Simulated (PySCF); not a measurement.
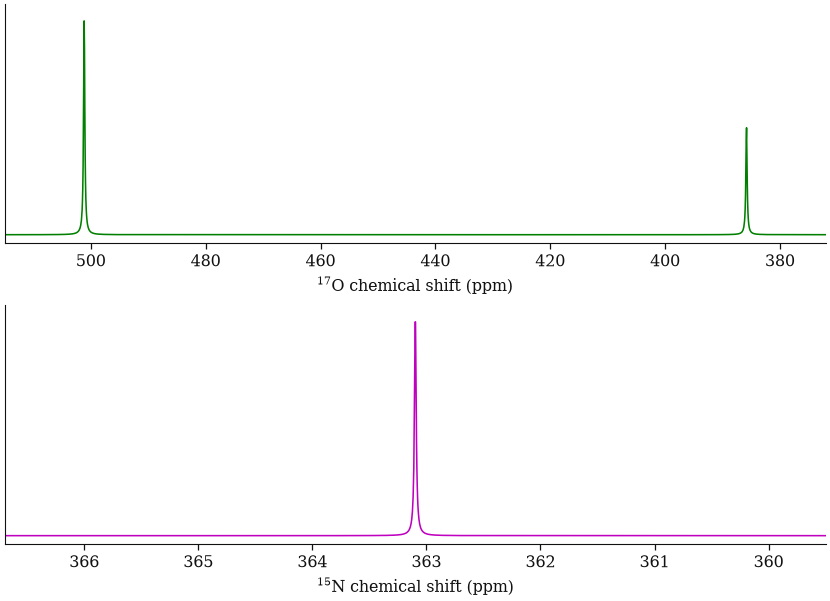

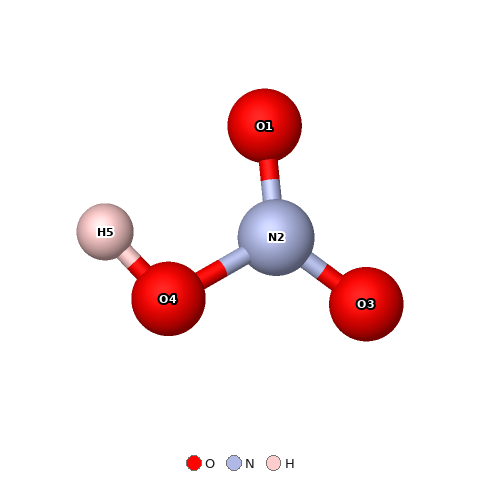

Spectrum and numbered structure of NHO₃ (nitric acid), SMILES O=[N+]([O-])O. GIAO shifts, PBE0/pcSseg-1 (IEF-PCM methanol) in PySCF, at a PBE0-D3(BJ)/def2-SVP geometry (no frequency check), against H₂O for ¹⁷O and NH₃ for ¹⁵N computed at the same level (¹⁷O: a single water molecule, while the usual scale starts at liquid water and gives values some tens of ppm lower; ¹⁵N: a single molecule, while the usual scales start at liquid NH₃ or nitromethane; multiply bonded nitrogen can come out tens of ppm too deshielded). fully decoupled, line heights follow the number of nuclei, widths are arbitrary (no quadrupolar broadening); values of one conformer, averaged over nuclei that symmetry, rotation about single bonds or inversion at nitrogen exchange, these motions taken as fast.

Assign the ¹⁷O signals to the numbered atoms.

```csv
δ (ppm),nuclei,atoms
501.2,2,"O1, O3"
385.8,1,O4
```

Where does the ¹⁵N line lie?

At 363.1 ppm (N2).
